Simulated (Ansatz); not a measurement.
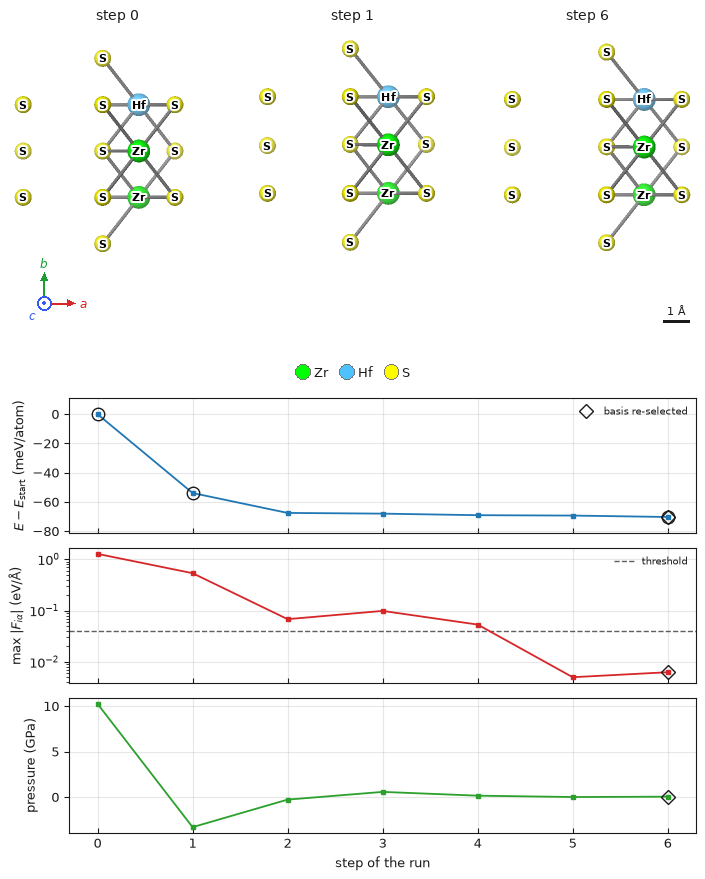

Frames of a relaxation of a crystal of HfZr$_{3}$S$_{8}$ (a generated structure, set up in C2/m) (coarse preliminary run), marked on the history of the run. Style: ball-and-stick. Shown: the atoms within 4.2 Å of the atom that moves most (axes of the conventional cell (2 times the calculation's cell)), along the c axis. Lengths and directions refer to the drawn axes.

The calculation used DFT PBE, scalar-relativistic, plane waves, PAW (Ansatz).

Input file:
```yaml
crystal:
  lattice:
    - [5.85227369, -3.57601478, 0.0]
    - [5.85227369, 3.57601478, 0.0]
    - [0.0, 0.0, 6.19383929]
  atoms:
    - { symbol: Zr, position: [0.75, 0.25, 0.0] }
    - { symbol: Zr, position: [0.25, 0.75, 0.0] }
    - { symbol: Zr, position: [0.5, 0.5, 0.5] }
    - { symbol: Hf, position: [0.0, 0.0, 0.5] }
    - { symbol: S, position: [0.38104501, 0.38104501, 0.16666667] }
    - { symbol: S, position: [0.63104501, 0.13104501, 0.66666667] }
    - { symbol: S, position: [0.88104501, 0.88104501, 0.16666667] }
    - { symbol: S, position: [0.13104501, 0.63104501, 0.66666667] }
    - { symbol: S, position: [0.11895499, 0.11895499, 0.83333333] }
    - { symbol: S, position: [0.36895499, 0.86895499, 0.33333333] }
    - { symbol: S, position: [0.61895499, 0.61895499, 0.83333333] }
    - { symbol: S, position: [0.86895499, 0.36895499, 0.33333333] }
basis:
  ecutwfc: 420
kpoints:
  mp_grid: { grid: [4, 4, 4] }
hamiltonian:
  xc: pbe
scf:
  occupations: { method: gaussian, width: 0.1 }
  lower_state_search: "off"
output:
  forces: true
  stress: true
  eigenvalues: true
relax:
  adjacent_minimum: "off"
  f_tol: 0.04
  max_steps: 70
  cell: { stress_tol: 0.4 }
```

Run as
```bash
ansatz run input.yaml --threads 4 --pin off --max-ram 8192MiB --backend cpu --events-out ev --progress --plain --runs-dir out
```

> What happens along the run?

The largest moves relative to the cell, 0.11 Å, are those of S6, S7, S8, S9, S10 and S12. S8 goes along [3 1 0]. Zr and Hf stay in place. Cell: a 11.705 → 13.069 Å (+11.7 %), b 7.152 → 7.354 Å (+2.8 %), c 6.194 → 6.366 Å (+2.8 %). Volume +18.0 %. Among the contacts that change: Zr3–S10 2.490 → 2.575 Å, Zr2–S10 2.490 → 2.575 Å, Hf4–S10 2.490 → 2.557 Å. The space group stays C2/m (No. 12). Over 5 accepted moves (6 points after the start) the energy falls by 70.2 meV per atom. Largest force component: 1.3 eV/Å at the start, 0.0063 eV/Å at the end. Pressure: 10.26 GPa at the start and 0.05 GPa at the end. At 1 point the geometry stayed and the basis and grid were re-selected for the new cell (energy shift of 1.0 meV per atom at most each time). The run took 59 s on 4 threads of Arm Neoverse V2 (shared host), peak memory 1.1 GiB. From step 0 to 1: S atoms move most (0.03 Å), volume +14.0 %, energy −53.9 meV per atom. From step 1 to 6: S atoms move most (0.12 Å), volume +3.5 %, energy −16.4 meV per atom.
